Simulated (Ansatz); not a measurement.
**BrClH2NSi radical: geometry optimisation**

Aim: relax BrClH2NSi radical at this level.

Program: Ansatz 0.2.0. Level of theory: UKS wB97M-V/def2-SVP. These are calculated values, not measurements.

### 1 Starting geometry

6 atoms, charge 0, spin multiplicity 2.

Atoms are counted from 1 here; the program's logs count them from 0.

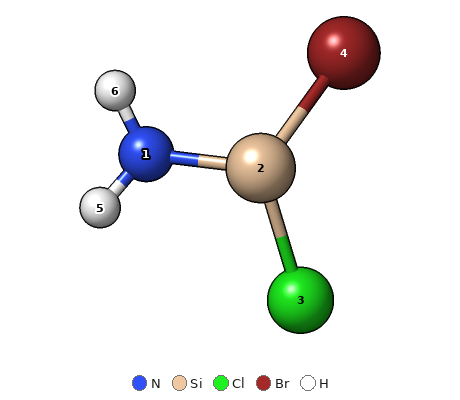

Start geometry, drawn with nitrogen blue, silicon light orange, chlorine green, bromine red, hydrogen white; atoms are numbered from 1 in the order of the file.

As a file:

| atom | x (Å) | y (Å) | z (Å) |
| --- | --- | --- | --- |
| N1 | -0.3507 | 0.6774 | 0.5230 |
| Si2 | 0.6452 | -0.2594 | -0.5510 |
| Cl3 | 1.3762 | -1.8476 | 0.6096 |
| Br4 | -0.7038 | -0.9703 | -2.2275 |
| H5 | -0.0019 | 0.9007 | 1.4609 |
| H6 | -0.9228 | 1.4351 | 0.1386 |

### 2 Relaxation

input.yaml reads:

```yaml
crystal:
  periodic: [false, false, false]
  atoms:
    - { symbol: "N", position_ang: [-0.350716, 0.67744, 0.523007] }
    - { symbol: Si, position_ang: [0.64516, -0.259376, -0.550977] }
    - { symbol: Cl, position_ang: [1.376196, -1.847593, 0.609607] }
    - { symbol: Br, position_ang: [-0.703751, -0.970259, -2.227502] }
    - { symbol: H, position_ang: [-0.001889, 0.900719, 1.46094] }
    - { symbol: H, position_ang: [-0.9228, 1.435068, 0.138624] }
magnetization:
  spin_polarized: true
  initial_magnetization: 1
basis:
  gaussian: { orbitals: def2-SVP }
hamiltonian:
  xc: { name: wB97M-V }
output:
  forces: true
relax:
  f_tol: 0.003
  max_steps: 120
```

Started as:

```
$ ansatz run input.yaml --threads 1 --pin off --max-ram 2560MiB --backend cpu --events-out ev --progress --plain --runs-dir out
```

Output:

```text
Warning: RAYON_NUM_THREADS=1 ignored (pool sized by the plan → 1); use --threads N
The last accepted step is kept in <dir> (removed where the run ends without a failure and the disk answers)
Engine: ansatz 0.2.0, aarch64-unknown-linux-gnu
Functional definition: wB97M-V
  parameter omega = 0.3/bohr
  parameter cx = 0.15
  parameter cx01 = 1.007
  parameter cx10 = 0.259
  parameter css00 = 0.443
  parameter css04 = -1.437
  parameter css10 = -4.535
  parameter css20 = -3.390
  parameter css43 = 4.278
  parameter cos00 = 1.000
  parameter cos10 = 1.358
  parameter cos20 = 2.924
  parameter cos21 = -8.812
  parameter cos60 = -1.390
  parameter cos61 = 9.142
  parameter b = 6.0
  parameter c = 0.01
  gx(w, u) = 1 - cx + cx01*u + cx10*w
  gss(w, u) = css00 + css04*u^4 + css10*w + css20*w^2 + css43*w^4*u^3
  gos(w, u) = cos00 + cos10*w + (cos20 + cos21*u)*w^2 + (cos60 + cos61*u)*w^6
  exchange = spin_sum(e_x_unif_sr(omega)*gx(b97_w, b97_u_x)) + cx*exact_x_sr(omega) + exact_x_lr(omega)
  correlation = spin_sum(e_c_pw_mod_same_spin*gss(b97_w, b97_u_same))
      + integral(e_c_pw_mod_opposite_spin*gos(b97_w_opposite, b97_u_opposite)) + vv10(b, c)
946 factors; integrals over basis functions are off by at most 2.7e-4 eV
288 factors; integrals over basis functions are off by at most 4.6e-7 eV
mean field evaluation 1: about -91945.9937 eV, gradient 2.9e1 eV
mean field evaluation 2: about -91945.7244 eV, gradient 3.1e1 eV
mean field evaluation 4: about -91949.7749 eV, gradient 9.8e-1 eV
mean field evaluation 8: about -91949.7910 eV, gradient 3.9e-2 eV
mean field evaluation 16: about -91949.7911 eV, gradient 1.6e-4 eV
mean field -91949.79108733 eV, -3379.0924966524 hartree, gradient 6.6e-5 eV, S^2 0.752422; 0 other end points of the search recorded, 0 dependent functions left out
the calculation of the forces begins
reference -91949.79112020 eV, -3379.0924978605 hartree; 38, 37 occupied and 54, 55 virtual orbitals, 946 factors
relax step   1: F+E_penalty+E_count = -91949.79108733 eV  Δ(F+E_penalty+E_count) = +0.000e0 eV  max|allowed force component| = 3.394e-1 eV/Å  Δτ_max = 0.0000 Å  (31 SCF iters, accepted)
these checks for a lower state are left out or cut short: starts, cluster_reference, orbital_swaps, neighbouring_geometries, increment
946 factors; integrals over basis functions are off by at most 2.7e-4 eV
288 factors; integrals over basis functions are off by at most 4.5e-7 eV
mean field -91949.80611730 eV, -3379.0930489936 hartree, gradient 2.5e-5 eV, S^2 0.752261; 0 other end points of the search recorded, 0 dependent functions left out
the calculation of the forces begins
reference -91949.80615008 eV, -3379.0930501985 hartree; 38, 37 occupied and 54, 55 virtual orbitals, 946 factors
relax step   2: F+E_penalty+E_count = -91949.80611730 eV  Δ(F+E_penalty+E_count) = -1.503e-2 eV  max|allowed force component| = 1.949e-1 eV/Å  Δτ_max = 0.0315 Å  (31 SCF iters, accepted)
these checks for a lower state are left out or cut short: starts, cluster_reference, orbital_swaps, neighbouring_geometries, increment
946 factors; integrals over basis functions are off by at most 2.7e-4 eV
288 factors; integrals over basis functions are off by at most 4.5e-7 eV
mean field -91949.80870825 eV, -3379.0931442093 hartree, gradient 2.6e-5 eV, S^2 0.752176; 0 other end points of the search recorded, 0 dependent functions left out
the calculation of the forces begins
reference -91949.80874103 eV, -3379.0931454140 hartree; 38, 37 occupied and 54, 55 virtual orbitals, 946 factors
relax step   3: F+E_penalty+E_count = -91949.80870825 eV  Δ(F+E_penalty+E_count) = -2.591e-3 eV  max|allowed force component| = 8.899e-2 eV/Å  Δτ_max = 0.0128 Å  (32 SCF iters, accepted)
these checks for a lower state are left out or cut short: starts, cluster_reference, orbital_swaps, neighbouring_geometries, increment
946 factors; integrals over basis functions are off by at most 2.7e-4 eV
288 factors; integrals over basis functions are off by at most 4.5e-7 eV
mean field evaluation 32: about -91949.8096 eV, gradient 2.8e-2 eV
mean field -91949.80957526 eV, -3379.0931760714 hartree, gradient 3.0e-5 eV, S^2 0.752162; 0 other end points of the search recorded, 0 dependent functions left out
the calculation of the forces begins
reference -91949.80960806 eV, -3379.0931772769 hartree; 38, 37 occupied and 54, 55 virtual orbitals, 946 factors
relax step   4: F+E_penalty+E_count = -91949.80957526 eV  Δ(F+E_penalty+E_count) = -8.670e-4 eV  max|allowed force component| = 2.994e-2 eV/Å  Δτ_max = 0.0105 Å  (29 SCF iters, accepted)
these checks for a lower state are left out or cut short: starts, cluster_reference, orbital_swaps, neighbouring_geometries, increment
946 factors; integrals over basis functions are off by at most 2.9e-4 eV
288 factors; integrals over basis functions are off by at most 4.6e-7 eV
mean field -91949.81048079 eV, -3379.0932093491 hartree, gradient 2.6e-5 eV, S^2 0.752160; 0 other end points of the search recorded, 0 dependent functions left out
the calculation of the forces begins
reference -91949.81051366 eV, -3379.0932105569 hartree; 38, 37 occupied and 54, 55 virtual orbitals, 946 factors
relax step   5: F+E_penalty+E_count = -91949.81048079 eV  Δ(F+E_penalty+E_count) = -9.055e-4 eV  max|allowed force component| = 6.412e-2 eV/Å  Δτ_max = 0.0213 Å  (30 SCF iters, accepted)
these checks for a lower state are left out or cut short: starts, cluster_reference, orbital_swaps, neighbouring_geometries, increment
946 factors; integrals over basis functions are off by at most 2.9e-4 eV
288 factors; integrals over basis functions are off by at most 4.6e-7 eV
mean field -91949.81070846 eV, -3379.0932177157 hartree, gradient 2.8e-5 eV, S^2 0.752165; 0 other end points of the search recorded, 0 dependent functions left out
the calculation of the forces begins
reference -91949.81074136 eV, -3379.0932189249 hartree; 38, 37 occupied and 54, 55 virtual orbitals, 946 factors
relax step   6: F+E_penalty+E_count = -91949.81070846 eV  Δ(F+E_penalty+E_count) = -2.277e-4 eV  max|allowed force component| = 4.924e-2 eV/Å  Δτ_max = 0.0140 Å  (30 SCF iters, accepted)
these checks for a lower state are left out or cut short: starts, cluster_reference, orbital_swaps, neighbouring_geometries, increment
946 factors; integrals over basis functions are off by at most 3.0e-4 eV
288 factors; integrals over basis functions are off by at most 4.6e-7 eV
mean field -91949.81076297 eV, -3379.0932197189 hartree, gradient 2.5e-5 eV, S^2 0.752172; 0 other end points of the search recorded, 0 dependent functions left out
the calculation of the forces begins
reference -91949.81079588 eV, -3379.0932209282 hartree; 38, 37 occupied and 54, 55 virtual orbitals, 946 factors
relax step   7: F+E_penalty+E_count = -91949.81076297 eV  Δ(F+E_penalty+E_count) = -5.451e-5 eV  max|allowed force component| = 8.493e-3 eV/Å  Δτ_max = 0.0054 Å  (28 SCF iters, accepted)
these checks for a lower state are left out or cut short: starts, cluster_reference, orbital_swaps, neighbouring_geometries, increment
946 factors; integrals over basis functions are off by at most 3.0e-4 eV
288 factors; integrals over basis functions are off by at most 4.6e-7 eV
mean field -91949.81078386 eV, -3379.0932204867 hartree, gradient 2.7e-5 eV, S^2 0.752170; 0 other end points of the search recorded, 0 dependent functions left out
the calculation of the forces begins
reference -91949.81081678 eV, -3379.0932216962 hartree; 38, 37 occupied and 54, 55 virtual orbitals, 946 factors
relax step   8: F+E_penalty+E_count = -91949.81078386 eV  Δ(F+E_penalty+E_count) = -2.089e-5 eV  max|allowed force component| = 9.102e-3 eV/Å  Δτ_max = 0.0055 Å  (29 SCF iters, accepted)
these checks for a lower state are left out or cut short: starts, cluster_reference, orbital_swaps, neighbouring_geometries, increment
946 factors; integrals over basis functions are off by at most 3.0e-4 eV
288 factors; integrals over basis functions are off by at most 4.6e-7 eV
mean field -91949.81079607 eV, -3379.0932209352 hartree, gradient 2.4e-5 eV, S^2 0.752169; 0 other end points of the search recorded, 0 dependent functions left out
the calculation of the forces begins
reference -91949.81082898 eV, -3379.0932221449 hartree; 38, 37 occupied and 54, 55 virtual orbitals, 946 factors
relax step   9: F+E_penalty+E_count = -91949.81079607 eV  Δ(F+E_penalty+E_count) = -1.220e-5 eV  max|allowed force component| = 8.433e-3 eV/Å  Δτ_max = 0.0066 Å  (29 SCF iters, accepted)
these checks for a lower state are left out or cut short: starts, cluster_reference, orbital_swaps, neighbouring_geometries, increment
946 factors; integrals over basis functions are off by at most 3.0e-4 eV
288 factors; integrals over basis functions are off by at most 4.6e-7 eV
mean field evaluation 64: about -91949.8105 eV, gradient 2.1e-1 eV
mean field -91949.81079615 eV, -3379.0932209382 hartree, gradient 1.3e-5 eV, S^2 0.752166; 0 other end points of the search recorded, 0 dependent functions left out
the calculation of the forces begins
reference -91949.81082907 eV, -3379.0932221479 hartree; 38, 37 occupied and 54, 55 virtual orbitals, 946 factors
relax step  10: F+E_penalty+E_count = -91949.81079615 eV  Δ(F+E_penalty+E_count) = -8.274e-8 eV  max|allowed force component| = 1.765e-2 eV/Å  Δτ_max = 0.0065 Å  (30 SCF iters, accepted)
these checks for a lower state are left out or cut short: starts, cluster_reference, orbital_swaps, neighbouring_geometries, increment
946 factors; integrals over basis functions are off by at most 3.0e-4 eV
288 factors; integrals over basis functions are off by at most 4.6e-7 eV
mean field -91949.81080635 eV, -3379.0932213131 hartree, gradient 8.0e-5 eV, S^2 0.752169; 0 other end points of the search recorded, 0 dependent functions left out
the calculation of the forces begins
reference -91949.81083927 eV, -3379.0932225227 hartree; 38, 37 occupied and 54, 55 virtual orbitals, 946 factors
relax step  11: F+E_penalty+E_count = -91949.81080635 eV  Δ(F+E_penalty+E_count) = -1.020e-5 eV  max|allowed force component| = 2.751e-3 eV/Å  Δτ_max = 0.0027 Å  (25 SCF iters, accepted)
946 factors; integrals over basis functions are off by at most 3.0e-4 eV
288 factors; integrals over basis functions are off by at most 4.6e-7 eV
mean field -91949.81080635 eV, -3379.0932213131 hartree, gradient 8.0e-5 eV, S^2 0.752169; 1 other end points of the search recorded, 0 dependent functions left out
the calculation of the forces begins
reference -91949.81083927 eV, -3379.0932225227 hartree; 38, 37 occupied and 54, 55 virtual orbitals, 946 factors
Total energy: -91949.81083927 eV, -3379.0932225227 hartree
Atom 0 at    -0.305026     0.711554     0.494116 Å, force     0.000794     0.000775     0.000787 eV/Å
Atom 1 at     0.642637    -0.250072    -0.563714 Å, force    -0.002751     0.001693    -0.000788 eV/Å
Atom 2 at     1.363985    -1.812453     0.602100 Å, force     0.001327    -0.001417     0.002089 eV/Å
Atom 3 at    -0.706891    -0.995897    -2.196933 Å, force    -0.000110    -0.000282    -0.002086 eV/Å
Atom 4 at    -0.048961     0.828048     1.469713 Å, force     0.000629    -0.000212     0.000400 eV/Å
Atom 5 at    -0.903544     1.454818     0.148417 Å, force     0.000111    -0.000557    -0.000402 eV/Å
Dipole moment:    -0.055569     0.546944     0.281030 e Å
```

Run time: 3.8 min. Hardware: 1 thread of Arm Neoverse V2, shared host; peak memory 0.49 GiB.

The steps of the relaxation:

| step | energy from step 1 (eV) | largest force component (eV/Å) |
| --- | --- | --- |
| 1 | 0.0000 | 0.3394 |
| 2 | -0.0150 | 0.1949 |
| 3 | -0.0176 | 0.0890 |
| 4 | -0.0185 | 0.0299 |
| 5 | -0.0194 | 0.0641 |
| 6 | -0.0196 | 0.0492 |
| 7 | -0.0197 | 0.0085 |
| 8 | -0.0197 | 0.0091 |
| 9 | -0.0197 | 0.0084 |
| 10 | -0.0197 | 0.0177 |
| 11 | -0.0197 | 0.0028 |

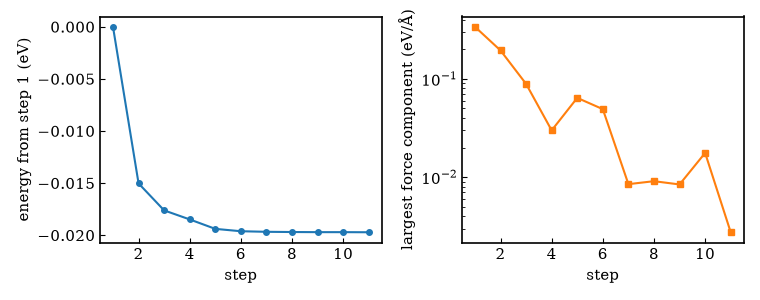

Energy and force, step by step.

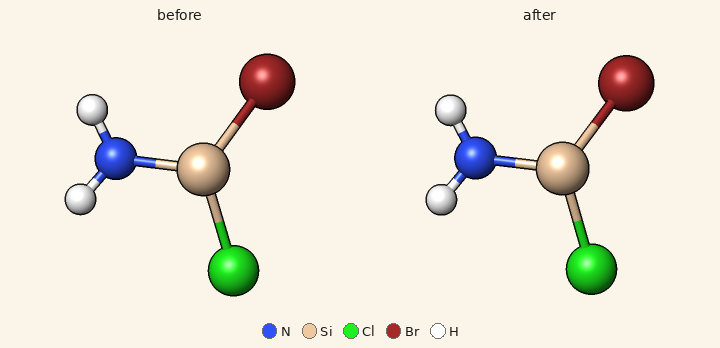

The geometry before (left) and after (right).

Close pairs (by a distance rule), those that changed most:

| bond | before (Å) | after (Å) | change (Å) |
| --- | --- | --- | --- |
| N1–Si2 | 1.739 | 1.715 | -0.023 |
| Si2–Br4 | 2.266 | 2.246 | -0.020 |
| Si2–Cl3 | 2.099 | 2.079 | -0.020 |
| N1–H5 | 1.025 | 1.015 | -0.010 |
| N1–H6 | 1.024 | 1.015 | -0.009 |

### 3 Results

| quantity | value |
| --- | --- |
| energy gained | 0.0197 eV |
| root mean square move | 0.051 Å |
| dipole moment | 2.97 D |

Bond lengths: N1–Si2 1.715 Å, N1–H5 1.015 Å, N1–H6 1.015 Å, Si2–Cl3 2.079 Å, Si2–Br4 2.246 Å. Angles: Si2–N1–H5 121.2°, Si2–N1–H6 121.8°, H5–N1–H6 113.1°, N1–Si2–Cl3 105.5°, N1–Si2–Br4 107.6°, Cl3–Si2–Br4 111.5°. No frequencies were computed here.
